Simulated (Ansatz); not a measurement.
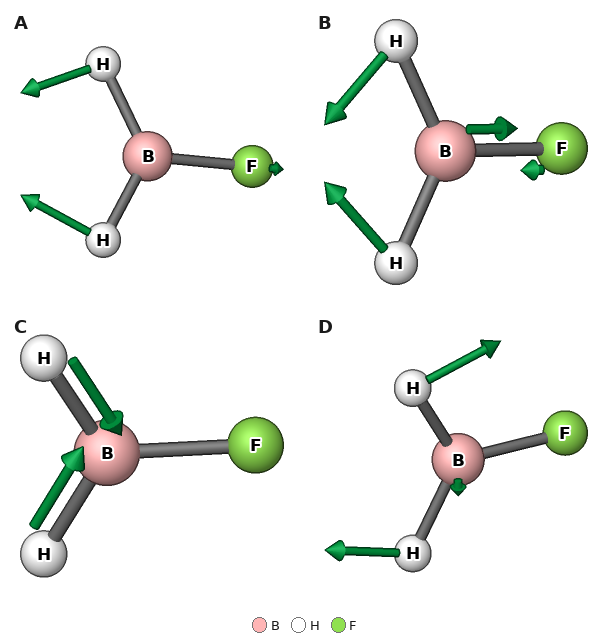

4 normal modes of one molecule or complex, as arrows. Harmonic vibrations computed with RKS PBE0-D4/def2-TZVP (Ansatz 0.2.0) at a stationary point of the same level.

**Match the panels to the wavenumbers 1017 cm⁻¹, 1180 cm⁻¹, 1363 cm⁻¹, 2574 cm⁻¹.**

A: 1180 cm⁻¹
B: 1363 cm⁻¹
C: 2574 cm⁻¹, in-phase stretching of 2 B–H bonds
D: 1017 cm⁻¹, F–B–H bending
